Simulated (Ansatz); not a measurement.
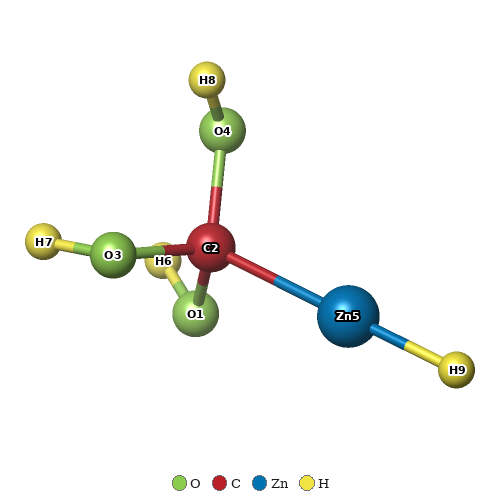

The system is CH₄O₃Zn, SMILES O[C](O)(O)[ZnH]; the picture shows the reference structure. Coordinates scanned: (1) dihedral O1–C2–O4–H8; (2) dihedral O1–C2–O3–H7. Nothing is relaxed (all other coordinates rigid). Grid: 12 × 12 points. Points are written as (first, second). Energies: kJ/mol, counted from the lowest grid point. Method: RKS PBE0-D4/def2-SVP in Ansatz.

Its coordinates:

```xyz
9

O    -0.0980    0.6713   -1.3049
C     0.0468   -0.0031   -0.1003
O     1.3875   -0.1289    0.2661
O    -0.4902   -1.2838   -0.3439
Zn   -0.8581    1.1065    1.2919
H    -0.1243   -0.0112   -1.9949
H     1.8727   -0.4553   -0.5104
H    -0.1501   -1.8656    0.3452
H    -1.5863    1.9702    2.3513
```

Range: dihedral O1–C2–O4–H8 from −180 to 150°; dihedral O1–C2–O3–H7 from −180 to 150°.

Question: What will the energy surface look like?

Answer: The lowest grid point is at (150°, −30°). The bottom of the well lies between grid points, at about (160°, −50°), about 1.6 kJ/mol lower on the interpolated surface. Higher local minima lie near (−60°, −60°) (12.3 kJ/mol above the lowest at that grid point); (90°, −180°) (25.8 kJ/mol above the lowest at that grid point). The highest grid point, (0°, 120°), lies 65.3 kJ/mol above the lowest. On the interpolated surface the easiest way out of the lowest well to the well at (−60°, −60°) passes a barrier of about 17 kJ/mol, counted from the interpolated bottom of the well. Round the minimum the valley is somewhat tilted: raising dihedral O1–C2–O4–H8 shifts the best value of dihedral O1–C2–O3–H7 downwards (coupling k₁₂/√(k₁₁k₂₂) about 0.4).

| dihedral O1–C2–O3–H7 ↓, dihedral O1–C2–O4–H8 → | −180 | −150 | −120 | −90 | −60 | −30 | 0 | 30 | 60 | 90 | 120 | 150 |
| --- | --- | --- | --- | --- | --- | --- | --- | --- | --- | --- | --- | --- |
| 150 | 32.9 | 39.9 | 43.4 | 40.2 | 38.7 | 48.3 | 61.7 | 56.3 | 40.1 | 29.2 | 25.9 | 28.1 |
| 120 | 31.9 | 42.2 | 49.2 | 47.7 | 45.2 | 52.7 | 65.3 | 61.1 | 46.1 | 34.5 | 27.6 | 26.4 |
| 90 | 26.5 | 36.7 | 44.8 | 45.2 | 43.7 | 50.7 | 62.1 | 57.1 | 42.2 | 31.3 | 24.6 | 22.1 |
| 60 | 20.7 | 29.1 | 35.5 | 36.3 | 37.4 | 46.7 | 57.8 | 50.8 | 34.0 | 22.9 | 18.0 | 16.9 |
| 30 | 17.0 | 24.1 | 28.5 | 28.4 | 31.2 | 43.4 | 55.9 | 47.7 | 29.0 | 16.5 | 12.1 | 12.6 |
| 0 | 11.1 | 18.9 | 23.1 | 21.9 | 24.1 | 37.1 | 51.3 | 44.6 | 26.5 | 13.5 | 6.9 | 6.4 |
| −30 | 3.3 | 12.2 | 17.9 | 16.4 | 16.4 | 27.8 | 42.9 | 39.5 | 25.3 | 14.0 | 4.8 | 0.0 |
| −60 | 0.4 | 8.6 | 15.3 | 14.1 | 12.3 | 21.5 | 36.7 | 36.8 | 28.0 | 21.1 | 11.2 | 1.0 |
| −90 | 9.1 | 12.9 | 18.1 | 17.3 | 15.7 | 23.6 | 37.9 | 39.0 | 34.1 | 34.3 | 29.5 | 16.1 |
| −120 | 26.5 | 24.2 | 24.9 | 23.4 | 23.7 | 32.6 | 45.1 | 43.1 | 36.4 | 39.9 | 45.6 | 37.4 |
| −150 | 35.9 | 32.6 | 30.4 | 27.3 | 28.4 | 39.3 | 51.5 | 45.6 | 33.0 | 32.0 | 40.2 | 41.9 |
| −180 | 34.3 | 35.7 | 35.2 | 31.4 | 31.7 | 42.8 | 55.8 | 49.1 | 33.0 | 25.8 | 28.7 | 33.1 |

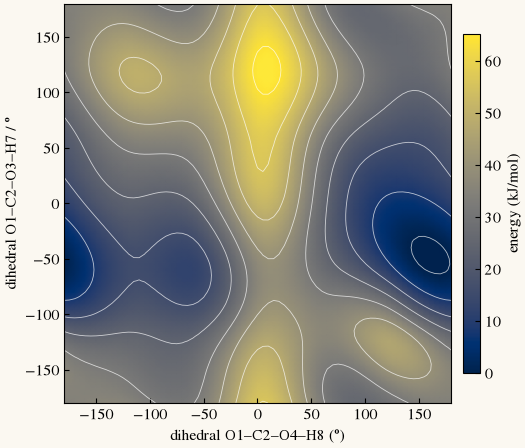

Drawn: a smooth colour map with a few white contour lines. Between grid points the surface is interpolated.

The whole map (144 points run) took 10 min on 1 thread of Intel(R) Xeon(R) 6975P-C (Granite Rapids) (shared host).
